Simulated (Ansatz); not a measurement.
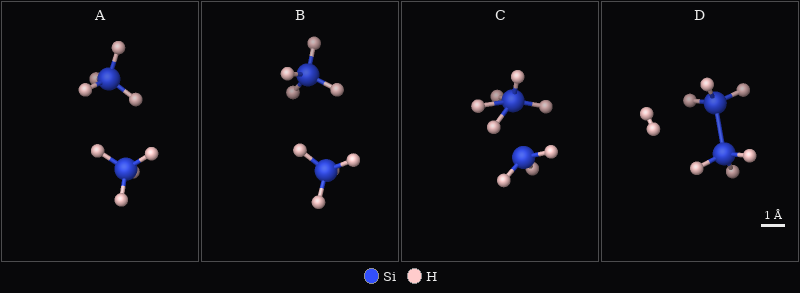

4 geometries from a converged minimum-energy path of Si$_{2}$H$_{8}$, made up at the start of Si2H6 and H₂, shuffled. A ball-and-stick model, seen at a tilt.

Theory: RKS PBE0/6-31G* (Ansatz 0.2.0). Run with 5 movable images; climbing image; force threshold 0.05 eV/Å; iteration limit 60; starting path through a guess of the saddle point.

> One of them is the converged climbing image. Which?

C. In order along the path, whose images run from 0 to 6: D (image 1, +0.01 eV), C (image 3, +3.24 eV), A (image 5, −0.13 eV), B (image 6, −0.15 eV). Breaking: H–H (0.74 → 3.43 Å), Si–Si (2.34 → 4.45 Å). Forming: 2 H–Si (3.98–4.02 → 1.49 Å).

Limits of the set-up: the start holds two separate molecules, 3.0 Å apart at their closest, whose relative position is a soft coordinate and is computed without a dispersion correction.

Cost: 3.5 min on 1 thread of Arm Neoverse V1 (shared host), peak memory 0.11 GiB.
